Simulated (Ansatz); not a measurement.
## Electronic structure of C₂H₉AlBN in real space

Input file:

```
crystal:
  periodic: [false, false, false]
  atoms:
    - { symbol: B, position_ang: [-0.646, 0.8755, 2.1237] }
    - { symbol: "N", position_ang: [-0.5184, -0.0762, 0.9642] }
    - { symbol: C, position_ang: [0.6748, 0.2416, 0.2029] }
    - { symbol: C, position_ang: [0.9244, -0.6781, -0.9941] }
    - { symbol: Al, position_ang: [-0.5839, -0.4083, -2.3803] }
    - { symbol: H, position_ang: [0.1256, 1.0275, 2.9571] }
    - { symbol: H, position_ang: [-1.6418, 1.588, 2.1694] }
    - { symbol: H, position_ang: [-0.3624, -1.0, 1.3953] }
    - { symbol: H, position_ang: [1.6069, 0.1266, 0.9099] }
    - { symbol: H, position_ang: [0.69, 1.2953, -0.1217] }
    - { symbol: H, position_ang: [0.8174, -1.7491, -0.6405] }
    - { symbol: H, position_ang: [1.8453, -0.4898, -1.4681] }
    - { symbol: H, position_ang: [-1.5775, 0.9008, -2.1916] }
    - { symbol: H, position_ang: [-1.3674, -1.6829, -2.8974] }
basis:
  gaussian: { orbitals: "6-31G*" }
hamiltonian:
  xc: pbe
  dispersion: d4
relax:
  f_tol: 0.015
  max_steps: 40
output:
  orbitals: {}
```

Command:

```sh
ansatz run input.yaml --threads 2 --pin off --max-ram 3072MiB --backend cpu --events-out ev --progress --plain --runs-dir out
```

The fields are those of the relaxed geometry.

Method: RKS PBE-D4/6-31G* (Ansatz).

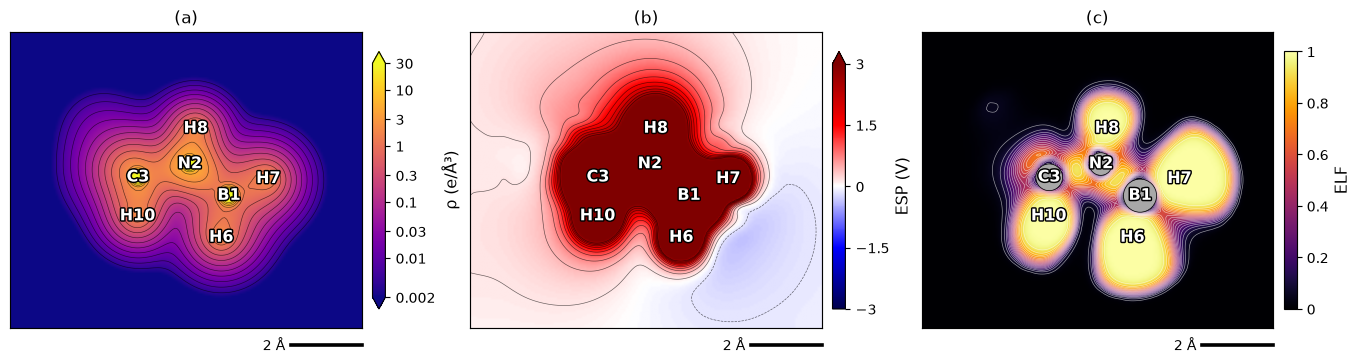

Figure 1. (a) total electron density; (b) molecular electrostatic potential; (c) electron localisation function on the plane of atoms N2, B1 and H6. Grey discs cover the atomic cores in the ELF map.

**Describe what can be read from this map.**

- The section cuts through B, N, C and H sites.
- B–N (1.42 Å): ρ at the midpoint is about 1.8 e/Å³; the ELF peaks at about 0.90 between the atoms (a polar covalent bond).
- C–N (1.50 Å): the density is about 1.7 e/Å³ at the midpoint; the ELF peaks at about 0.95 between the atoms (a covalent bond).
- N–H (1.03 Å): ρ is about 2.8 e/Å³ halfway; the ELF climbs to about 1 towards the hydrogen, as it does in any bond to H; an ordinary covalent bond to hydrogen.
- C–H (1.10 Å): ρ at the midpoint is about 2 e/Å³; the ELF climbs to about 1 towards the hydrogen (an ordinary covalent bond to hydrogen).
- Outside the dense part of the molecule the potential is most negative (−0.4 V) near H6.

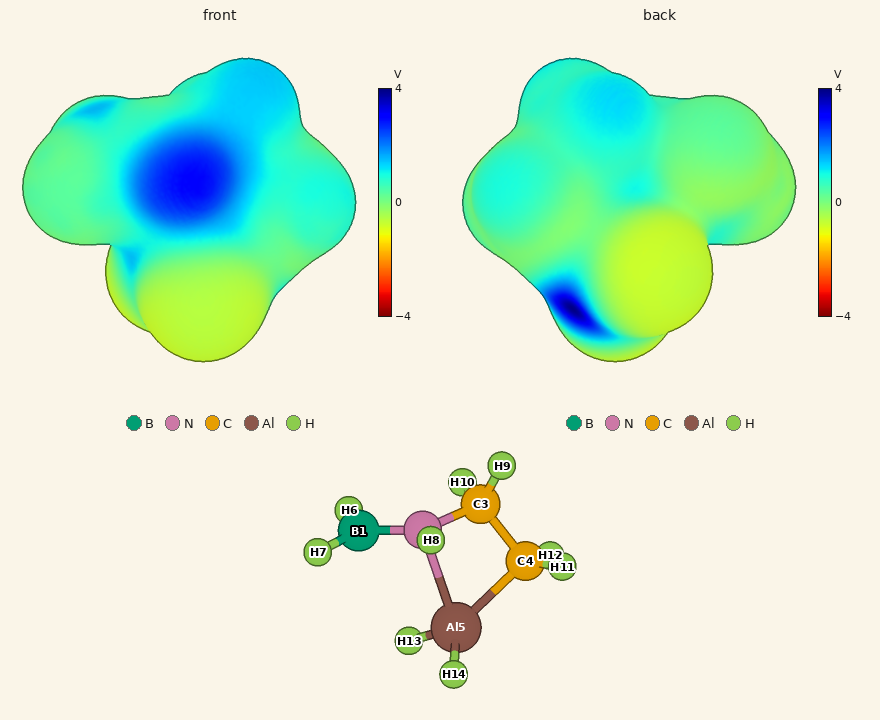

Figure 2. The electrostatic potential painted on the density surface at 0.004 e/bohr³, seen from the front and from behind; red is negative and blue positive. The bare structure is drawn below in the same view.

**Describe the electrostatic potential map.**

The most negative region (about −0.8 V) lies over H13 and H14, the most positive (about +3.3 V) over Al5.

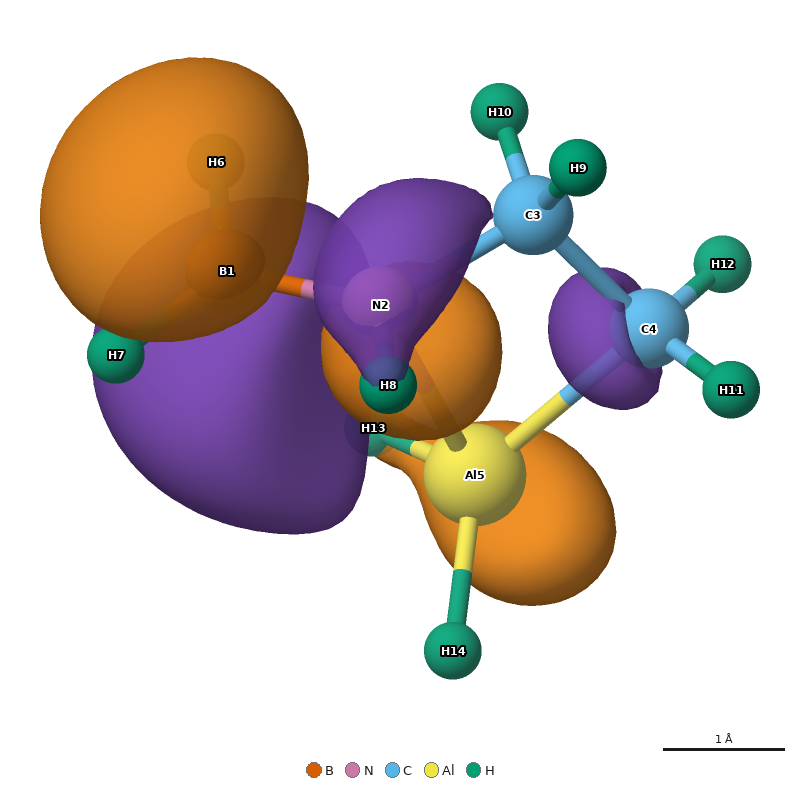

Figure 3. The LUMO at ±0.1 Å⁻³ᐟ² (orange and purple are the two phases), seen at a tilt.

**Where does this orbital lie, and at what energy?**

By Hirshfeld shares it lies mainly on B1 (about 45 %), N2 (about 15 %) and Al5 (about 15 %). Its energy is −1.41 eV.

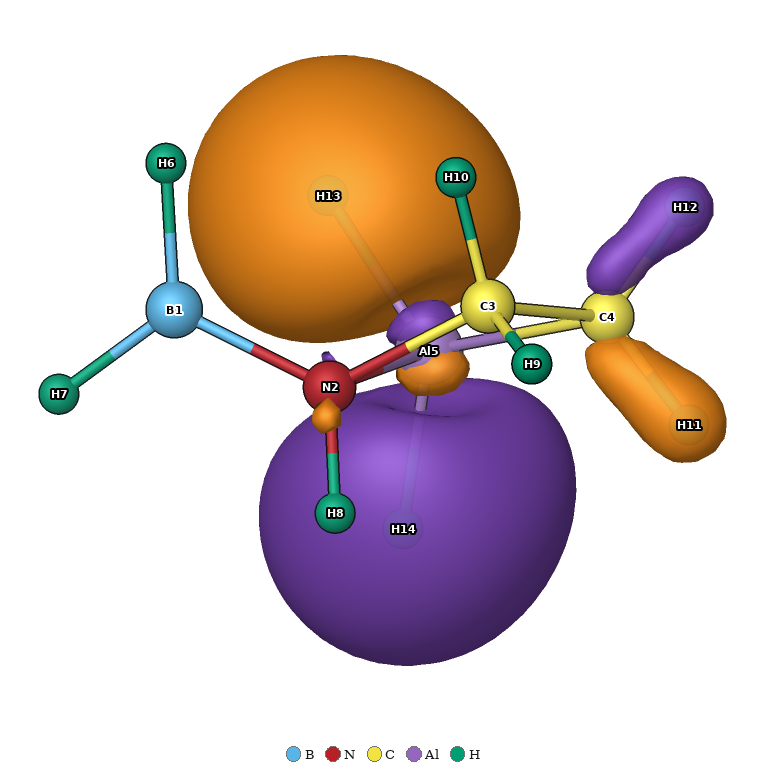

Figure 4. The HOMO−1 at ±0.1 Å⁻³ᐟ² (orange and purple are the two phases), seen from one side.

**Describe this orbital and give its energy.**

Its weight (Hirshfeld) is mainly on Al5 (about 35 %), H13 (about 30 %) and H14 (about 30 %). Its energy is −6.56 eV.
